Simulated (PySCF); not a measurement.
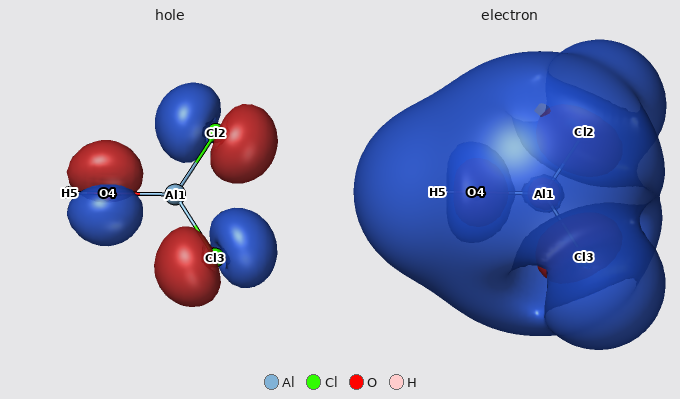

AlCl2(OH) (AlCl2HO). Leading natural transition orbital pair of S₁ (TDA singlet states); the surfaces enclose about 85 % of each orbital's density.

PySCF calculation, CAM-B3LYP/def2-SVPD, gas phase; geometry: GFN2-xTB. No frequency check shows the geometry to be a minimum. GFN2-xTB bond lengths at metals and heavier atoms can be off by up to 0.1 Å and shapes distorted, which carries into these values.

### Give its energy and the atoms that hole and electron lie on.

6.98 eV (178 nm), f = 0.000 (very weak), partly diffuse acceptor orbital; the leading pair carries 97 %; hole on O4 (32 %), Cl2 and Cl3 (30 % each) and Al1 (5 %), electron on Al1 (52 %), Cl2 and Cl3 (16 % each) and O4 (9 %) (atom shares of so diffuse an orbital are rough); their centroids lie 0.1 Å apart. In canonical orbitals it is mainly HOMO → LUMO (91 %). The HOMO–LUMO gap is 10.23 eV.
